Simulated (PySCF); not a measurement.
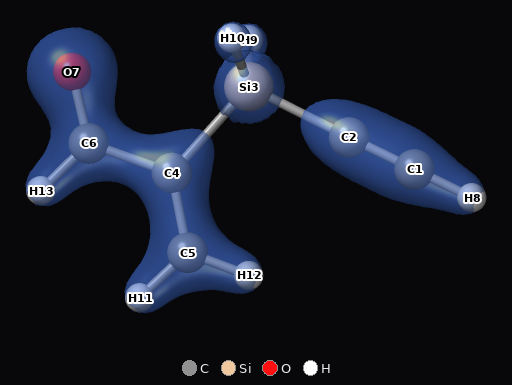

*C5H6OSi (SMILES C#C[SiH2]C(=C)C=O). Isosurface of the electron density at 1 e/Å³ (blue), seen across its widest extent.*

Geometry: GFN2-xTB.

These are results of PBE0/pcSseg-1, SCF density, gas phase, non-relativistic in PySCF 2.14.0, not measurements.

Input

```
{"job": {"kind": "nmr", "xc": "PBE0", "basis": "pcSseg-1"}, "charge": 0, "multiplicity": 1}
C      2.935186    -1.003262    -0.350244
C      2.069471    -0.230250    -0.036261
Si     0.751596     0.977858     0.451534
C     -0.886644     0.031859     0.261820
C     -1.041249    -1.229292    -0.137258
C     -2.042701     0.848582     0.610992
O     -1.946094     1.994624     0.978295
H      3.691909    -1.681104    -0.626268
H      0.771685     2.112150    -0.473240
H      0.939067     1.354757     1.853327
H     -2.017522    -1.688550    -0.215558
H     -0.196270    -1.845256    -0.398154
H     -3.032822     0.358371     0.520184
```

Launched as:

```sh
OMP_NUM_THREADS=1 python probes_run.py task.json out
```

Question: Which contacts does the surface bridge?

Answer: At this value the surface falls into five separate pieces. It bridges the sampled C–C (1.20 Å), C–O (1.21 Å) and C–H (1.05 Å) contacts, where the density stays above the isovalue. It is pinched off along the sampled C–Si (1.85 Å) contacts. On the grid the lowest density along these lines, outside the cores, is 2.8 e/Å³ (C–C, 1.20 Å), 2.9 e/Å³ (C–O, 1.21 Å), 0.76 e/Å³ (C–Si, 1.85 Å) and 2 e/Å³ (C–H, 1.05 Å).
